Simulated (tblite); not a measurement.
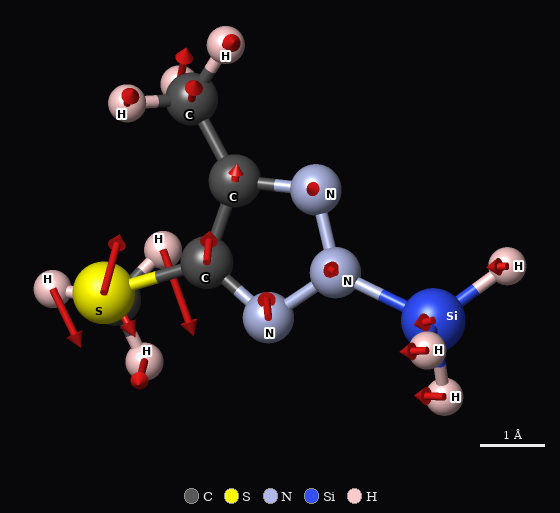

A relaxation of C4H9N3SSi. The starting structure is drawn; red arrows show the displacements, at their true length. The two geometries are superimposed by the best rigid fit.

A ball-and-stick model, seen at a tilt.

Computed with tblite 0.8.0, GFN2-xTB geometry optimisation, gas phase. 

### What happened in the run?

The energy falls by 0.642 eV in 169 geometry steps. The atom that moves furthest after the best rigid fit is an H atom (1.46 Å). Largest moves by element: H 1.46 Å, S 1.34 Å, N 0.84 Å, C 0.74 Å, Si 0.43 Å. Near-neighbour distances that change, for instance: C–S 1.792 → 1.736 Å, C–C 1.376 → 1.422 Å, C–H 1.125 → 1.085 Å, C–N 1.348 → 1.316 Å. Among the angles between lasting bonds that change: N–Si–H 113.7° → 105.5°, H–Si–H 107.2° → 114.6°, H–Si–H 106.9° → 112.9°. Groups turn about C–S by about 85°, C–S by about 25°, N–Si by about 25°.
